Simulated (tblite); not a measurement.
**Geometry relaxation of GeHOF3**

- system: GeHOF3, SMILES [OH][Ge]([F])([F])[F]
- method: GFN2-xTB geometry optimisation, gas phase (tblite 0.8.0)

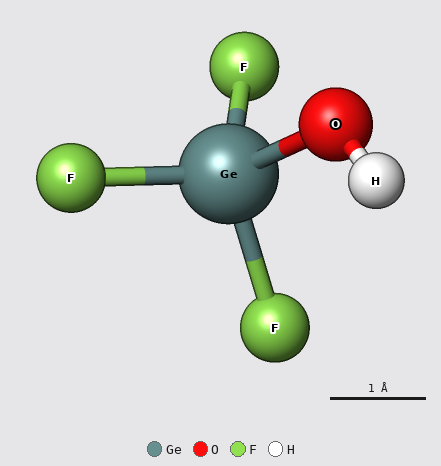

Fig. 1: The input geometry (ball-and-stick view, seen at a tilt). Sticks mark near contacts.

**Summary**

```tsv
quantity	value
outcome	converged
total energy	−567.0342 eV
hardware	1 CPU thread, shared host
peak memory	0.18 GiB
```

**Input file**
```
{"job": {"kind": "relax", "xc": "GFN2-xTB", "basis": "xTB"}, "charge": 0, "multiplicity": 1}
Ge    -0.379968     0.076045     0.504409
O     -2.090741     0.769609     0.813297
F     -0.465785    -0.996399    -0.906433
F      0.731038     1.393356     0.175677
F      0.133837    -0.832697     1.903249
H     -2.756518     0.917122     0.148071
```

The first line tells a small driver script what to run in tblite; the rest is the geometry in Å.

Launch command:
```bash
OMP_NUM_THREADS=1 python <driver script> task.json out
```

**Log**
```
step      E/eV     max force
  0    -566.58751    2.379
  1    -566.72406    1.409
  2    -566.90056    1.907
  3    -566.96309    0.861
  4    -567.01177    0.773
  5    -567.02051    0.411
  6    -567.02361    0.162
  7    -567.02500    0.199
  8    -567.02771    0.213
  9    -567.02860    0.114
 10    -567.02900    0.058
 11    -567.02920    0.063
 12    -567.02982    0.121
 13    -567.03044    0.126
 14    -567.03081    0.068
 15    -567.03090    0.023
 16    -567.03093    0.022
 17    -567.03096    0.033
 18    -567.03102    0.047
 19    -567.03112    0.052
 20    -567.03121    0.043
 21    -567.03126    0.020
 22    -567.03128    0.016
 23    -567.03131    0.026
 24    -567.03137    0.043
 25    -567.03152    0.053
 26    -567.03175    0.042
 27    -567.03190    0.032
 28    -567.03197    0.028
 29    -567.03204    0.032
 30    -567.03212    0.043
 31    -567.03228    0.056
 32    -567.03265    0.100
 33    -567.03288    0.104
 34    -567.03311    0.097
 35    -567.03334    0.039
 36    -567.03303    0.245
 37    -567.03365    0.026
 38    -567.03376    0.016
 39    -567.03363    0.166
 40    -567.03388    0.014
 41    -567.03392    0.012
 42    -567.03394    0.069
 43    -567.03398    0.013
 44    -567.03400    0.012
 45    -567.03405    0.015
 46    -567.03407    0.011
 47    -567.03410    0.017
 48    -567.03411    0.028
 49    -567.03413    0.018
 50    -567.03415    0.030
 51    -567.03417    0.015
 52    -567.03417    0.007
```

**Trajectory as extended XYZ (Å, eV, eV/Å), 27 frames, from step=0 to step=52**
```
6
Properties=species:S:1:pos:R:3:forces:R:3 step=0 energy=-566.58751
Ge   -0.3800    0.0760    0.5044   -1.8910   0.5810  -0.0370
O    -2.0907    0.7696    0.8133    2.2090  -0.7810   0.4090
F    -0.4658   -0.9964   -0.9064    0.1650   0.4750   0.6430
F     0.7310    1.3934    0.1757   -0.4210  -0.6440   0.1660
F     0.1338   -0.8327    1.9032   -0.2350   0.5030  -0.7050
H    -2.7565    0.9171    0.1481    0.1710  -0.1340  -0.4760
6
Properties=species:S:1:pos:R:3:forces:R:3 step=2 energy=-566.90056
Ge   -0.4904    0.1103    0.5029    1.3840  -0.5040  -0.2050
O    -1.9836    0.7277    0.8096   -1.7220   0.5280  -0.6280
F    -0.4564   -0.9641   -0.8635   -0.0390   0.3630   0.4130
F     0.7002    1.3492    0.1870   -0.5620  -0.5410   0.1470
F     0.1162   -0.7975    1.8544   -0.3790   0.5060  -0.6340
H    -2.7142    0.9014    0.1478    1.3180  -0.3520   0.9080
6
Properties=species:S:1:pos:R:3:forces:R:3 step=4 energy=-567.01177
Ge   -0.4734    0.1032    0.4960    0.0750   0.0200  -0.0240
O    -1.9974    0.7308    0.8041    0.4620  -0.1090   0.6100
F    -0.4552   -0.9449   -0.8404    0.0030   0.0490   0.0200
F     0.6742    1.3207    0.1946   -0.1560  -0.1540   0.0330
F     0.0990   -0.7720    1.8217   -0.1430   0.1700  -0.1600
H    -2.6753    0.8892    0.1623   -0.2410   0.0250  -0.4800
6
Properties=species:S:1:pos:R:3:forces:R:3 step=6 energy=-567.02361
Ge   -0.4725    0.1038    0.4935   -0.0620   0.0140  -0.0270
O    -1.9891    0.7283    0.8175   -0.0870   0.0250   0.1330
F    -0.4546   -0.9389   -0.8349   -0.0020  -0.0340  -0.0960
F     0.6637    1.3093    0.1972    0.0310   0.0360  -0.0270
F     0.0905   -0.7606    1.8095   -0.0290   0.0130   0.0540
H    -2.6662    0.8852    0.1554    0.1480  -0.0530  -0.0370
6
Properties=species:S:1:pos:R:3:forces:R:3 step=8 energy=-567.02771
Ge   -0.4769    0.1050    0.4904   -0.0510  -0.0130   0.0220
O    -1.9926    0.7291    0.8365   -0.1400   0.0100  -0.1100
F    -0.4547   -0.9393   -0.8416   -0.0250   0.0150  -0.0470
F     0.6620    1.3078    0.1956    0.0360   0.0480  -0.0430
F     0.0841   -0.7546    1.8093    0.0020  -0.0200   0.0670
H    -2.6499    0.8790    0.1480    0.1780  -0.0410   0.1110
6
Properties=species:S:1:pos:R:3:forces:R:3 step=10 energy=-567.02900
Ge   -0.4801    0.1050    0.4905    0.0230  -0.0120   0.0310
O    -1.9962    0.7288    0.8418    0.0170  -0.0360  -0.0150
F    -0.4561   -0.9387   -0.8462   -0.0330   0.0470  -0.0020
F     0.6628    1.3095    0.1931   -0.0140   0.0020  -0.0310
F     0.0819   -0.7535    1.8126   -0.0050  -0.0070   0.0340
H    -2.6404    0.8760    0.1465    0.0120   0.0050  -0.0170
6
Properties=species:S:1:pos:R:3:forces:R:3 step=12 energy=-567.02982
Ge   -0.4793    0.1036    0.4943    0.0460   0.0050   0.0080
O    -1.9971    0.7245    0.8427    0.0870  -0.0490   0.0680
F    -0.4609   -0.9330   -0.8496   -0.0230   0.0440   0.0180
F     0.6620    1.3111    0.1876   -0.0370  -0.0300  -0.0120
F     0.0803   -0.7541    1.8192   -0.0040   0.0030   0.0110
H    -2.6331    0.8749    0.1439   -0.0690   0.0270  -0.0930
6
Properties=species:S:1:pos:R:3:forces:R:3 step=14 energy=-567.03081
Ge   -0.4753    0.1015    0.5008    0.0130   0.0120  -0.0090
O    -1.9962    0.7152    0.8449    0.0290  -0.0250   0.0420
F    -0.4700   -0.9206   -0.8532    0.0010   0.0100   0.0140
F     0.6583    1.3114    0.1784   -0.0160  -0.0280   0.0060
F     0.0774   -0.7546    1.8299    0.0130   0.0050  -0.0050
H    -2.6223    0.8741    0.1374   -0.0400   0.0250  -0.0490
6
Properties=species:S:1:pos:R:3:forces:R:3 step=16 energy=-567.03093
Ge   -0.4746    0.1017    0.5010   -0.0090  -0.0010   0.0030
O    -1.9958    0.7139    0.8449   -0.0200  -0.0090  -0.0030
F    -0.4703   -0.9195   -0.8523    0.0030  -0.0010   0.0010
F     0.6575    1.3102    0.1783    0.0050  -0.0060   0.0010
F     0.0779   -0.7544    1.8299    0.0150   0.0040  -0.0030
H    -2.6228    0.8750    0.1365    0.0070   0.0120   0.0010
6
Properties=species:S:1:pos:R:3:forces:R:3 step=18 energy=-567.03102
Ge   -0.4755    0.1020    0.5011   -0.0150  -0.0130   0.0130
O    -1.9977    0.7120    0.8450   -0.0380  -0.0020  -0.0280
F    -0.4696   -0.9195   -0.8513    0.0010  -0.0050  -0.0060
F     0.6576    1.3084    0.1791    0.0120   0.0110  -0.0030
F     0.0806   -0.7536    1.8288    0.0090   0.0050  -0.0010
H    -2.6235    0.8777    0.1356    0.0320   0.0050   0.0260
6
Properties=species:S:1:pos:R:3:forces:R:3 step=20 energy=-567.03121
Ge   -0.4778    0.1016    0.5034   -0.0070  -0.0170   0.0070
O    -2.0036    0.7051    0.8458   -0.0210  -0.0010  -0.0270
F    -0.4699   -0.9174   -0.8507   -0.0020  -0.0100  -0.0080
F     0.6577    1.3050    0.1784    0.0020   0.0200  -0.0020
F     0.0865   -0.7515    1.8291   -0.0030   0.0040   0.0010
H    -2.6211    0.8843    0.1322    0.0310   0.0040   0.0290
6
Properties=species:S:1:pos:R:3:forces:R:3 step=22 energy=-567.03128
Ge   -0.4785    0.1006    0.5049    0.0050  -0.0040  -0.0080
O    -2.0058    0.7016    0.8462    0.0110  -0.0090   0.0040
F    -0.4710   -0.9160   -0.8515    0.0000  -0.0110  -0.0010
F     0.6573    1.3049    0.1771   -0.0130   0.0090   0.0040
F     0.0880   -0.7507    1.8306   -0.0040   0.0010   0.0020
H    -2.6180    0.8867    0.1309    0.0010   0.0130  -0.0010
6
Properties=species:S:1:pos:R:3:forces:R:3 step=24 energy=-567.03137
Ge   -0.4786    0.0988    0.5055    0.0130   0.0100  -0.0170
O    -2.0071    0.6969    0.8465    0.0300  -0.0140   0.0270
F    -0.4722   -0.9164   -0.8525    0.0050  -0.0090   0.0060
F     0.6551    1.3064    0.1763   -0.0220  -0.0050   0.0070
F     0.0887   -0.7497    1.8324   -0.0020  -0.0020   0.0000
H    -2.6141    0.8910    0.1301   -0.0220   0.0210  -0.0230
6
Properties=species:S:1:pos:R:3:forces:R:3 step=26 energy=-567.03175
Ge   -0.4797    0.0910    0.5049    0.0180   0.0320  -0.0200
O    -2.0138    0.6730    0.8465    0.0110  -0.0040   0.0140
F    -0.4736   -0.9239   -0.8543    0.0230  -0.0040   0.0180
F     0.6429    1.3121    0.1771   -0.0320  -0.0240  -0.0040
F     0.0959   -0.7437    1.8361   -0.0030  -0.0170  -0.0030
H    -2.5999    0.9184    0.1279   -0.0160   0.0170  -0.0060
6
Properties=species:S:1:pos:R:3:forces:R:3 step=28 energy=-567.03197
Ge   -0.4802    0.0885    0.5015   -0.0010   0.0120   0.0040
O    -2.0158    0.6648    0.8440    0.0030  -0.0020   0.0190
F    -0.4700   -0.9325   -0.8522    0.0260   0.0020   0.0100
F     0.6362    1.3147    0.1810   -0.0090  -0.0030  -0.0240
F     0.0996   -0.7416    1.8334   -0.0090  -0.0210  -0.0010
H    -2.5981    0.9331    0.1306   -0.0090   0.0120  -0.0080
6
Properties=species:S:1:pos:R:3:forces:R:3 step=30 energy=-567.03212
Ge   -0.4805    0.0898    0.5004   -0.0160  -0.0300   0.0260
O    -2.0164    0.6649    0.8439   -0.0090   0.0030   0.0020
F    -0.4654   -0.9352   -0.8499    0.0190   0.0060   0.0040
F     0.6344    1.3143    0.1806    0.0130   0.0260  -0.0310
F     0.0999   -0.7434    1.8312   -0.0160  -0.0080  -0.0090
H    -2.6000    0.9366    0.1321    0.0090   0.0030   0.0070
6
Properties=species:S:1:pos:R:3:forces:R:3 step=32 energy=-567.03265
Ge   -0.4812    0.0883    0.5007   -0.0200  -0.0430   0.0250
O    -2.0190    0.6572    0.8462   -0.0640   0.0260  -0.0720
F    -0.4520   -0.9414   -0.8447    0.0070   0.0080  -0.0030
F     0.6234    1.3198    0.1712    0.0210   0.0270  -0.0200
F     0.0961   -0.7501    1.8294   -0.0070   0.0060  -0.0040
H    -2.5955    0.9533    0.1355    0.0630  -0.0230   0.0740
6
Properties=species:S:1:pos:R:3:forces:R:3 step=34 energy=-567.03311
Ge   -0.4824    0.0833    0.5023   -0.0020   0.0110  -0.0070
O    -2.0236    0.6439    0.8469   -0.0600   0.0220  -0.0730
F    -0.4407   -0.9471   -0.8410    0.0020   0.0010  -0.0100
F     0.6102    1.3272    0.1608   -0.0030  -0.0130   0.0010
F     0.0933   -0.7547    1.8299    0.0090   0.0020   0.0160
H    -2.5849    0.9744    0.1394    0.0550  -0.0230   0.0730
6
Properties=species:S:1:pos:R:3:forces:R:3 step=36 energy=-567.03303
Ge   -0.4867    0.0719    0.5027    0.0140   0.0500  -0.0200
O    -2.0384    0.6073    0.8419   -0.1280   0.1000  -0.1830
F    -0.4270   -0.9612   -0.8367    0.0080  -0.0040  -0.0110
F     0.5842    1.3371    0.1521   -0.0240  -0.0400   0.0070
F     0.1007   -0.7530    1.8321    0.0090  -0.0080   0.0240
H    -2.5609    1.0250    0.1461    0.1210  -0.0980   0.1840
6
Properties=species:S:1:pos:R:3:forces:R:3 step=38 energy=-567.03376
Ge   -0.4862    0.0750    0.5021    0.0050   0.0130  -0.0070
O    -2.0359    0.6158    0.8405    0.0010  -0.0080   0.0000
F    -0.4294   -0.9585   -0.8376    0.0060  -0.0010  -0.0090
F     0.5896    1.3338    0.1548   -0.0050  -0.0150   0.0000
F     0.0999   -0.7529    1.8316   -0.0020   0.0040   0.0090
H    -2.5662    1.0138    0.1469   -0.0040   0.0060   0.0060
6
Properties=species:S:1:pos:R:3:forces:R:3 step=40 energy=-567.03388
Ge   -0.4873    0.0727    0.5014    0.0000  -0.0040  -0.0020
O    -2.0397    0.6068    0.8378    0.0060  -0.0110   0.0080
F    -0.4241   -0.9631   -0.8361    0.0060   0.0020  -0.0060
F     0.5820    1.3358    0.1526    0.0040  -0.0050  -0.0030
F     0.1015   -0.7527    1.8318   -0.0060   0.0080   0.0040
H    -2.5606    1.0275    0.1507   -0.0090   0.0080  -0.0010
6
Properties=species:S:1:pos:R:3:forces:R:3 step=42 energy=-567.03394
Ge   -0.4896    0.0668    0.5003   -0.0010  -0.0090  -0.0020
O    -2.0478    0.5872    0.8323   -0.0330   0.0290  -0.0480
F    -0.4124   -0.9728   -0.8331    0.0050   0.0050  -0.0030
F     0.5658    1.3409    0.1469    0.0090  -0.0020  -0.0040
F     0.1039   -0.7521    1.8325   -0.0080   0.0090   0.0020
H    -2.5480    1.0570    0.1593    0.0280  -0.0310   0.0550
6
Properties=species:S:1:pos:R:3:forces:R:3 step=44 energy=-567.03400
Ge   -0.4891    0.0681    0.5004    0.0000  -0.0050  -0.0030
O    -2.0458    0.5919    0.8333   -0.0020  -0.0020  -0.0040
F    -0.4148   -0.9705   -0.8340    0.0050   0.0030  -0.0040
F     0.5697    1.3396    0.1481    0.0080  -0.0030  -0.0030
F     0.1029   -0.7521    1.8325   -0.0080   0.0080   0.0020
H    -2.5510    1.0500    0.1580   -0.0020  -0.0010   0.0110
6
Properties=species:S:1:pos:R:3:forces:R:3 step=46 energy=-567.03407
Ge   -0.4907    0.0639    0.4986    0.0020   0.0060  -0.0050
O    -2.0508    0.5793    0.8286    0.0030  -0.0080   0.0050
F    -0.4054   -0.9765   -0.8330    0.0020   0.0010  -0.0040
F     0.5602    1.3421    0.1437    0.0060  -0.0050  -0.0010
F     0.1023   -0.7504    1.8336   -0.0060   0.0040   0.0040
H    -2.5438    1.0687    0.1668   -0.0070   0.0030   0.0010
6
Properties=species:S:1:pos:R:3:forces:R:3 step=48 energy=-567.03411
Ge   -0.4913    0.0621    0.4969    0.0020   0.0060  -0.0020
O    -2.0531    0.5726    0.8258    0.0130  -0.0170   0.0190
F    -0.3996   -0.9791   -0.8334    0.0000  -0.0010  -0.0020
F     0.5571    1.3421    0.1410    0.0050  -0.0020  -0.0010
F     0.1004   -0.7483    1.8349   -0.0050   0.0020   0.0010
H    -2.5417    1.0776    0.1731   -0.0150   0.0120  -0.0140
6
Properties=species:S:1:pos:R:3:forces:R:3 step=50 energy=-567.03415
Ge   -0.4908    0.0627    0.4957    0.0000  -0.0010   0.0010
O    -2.0528    0.5715    0.8256    0.0140  -0.0160   0.0210
F    -0.3982   -0.9783   -0.8347   -0.0010   0.0000   0.0010
F     0.5597    1.3406    0.1401    0.0040   0.0030  -0.0010
F     0.0978   -0.7466    1.8359   -0.0030   0.0010  -0.0020
H    -2.5439    1.0772    0.1756   -0.0140   0.0140  -0.0190
6
Properties=species:S:1:pos:R:3:forces:R:3 step=52 energy=-567.03417
Ge   -0.4894    0.0657    0.4964   -0.0010  -0.0030   0.0000
O    -2.0492    0.5791    0.8296   -0.0030   0.0050  -0.0050
F    -0.4040   -0.9739   -0.8360    0.0010   0.0010   0.0000
F     0.5677    1.3386    0.1424   -0.0010   0.0000   0.0000
F     0.0966   -0.7471    1.8355    0.0010   0.0000   0.0000
H    -2.5498    1.0645    0.1703    0.0030  -0.0030   0.0050
```
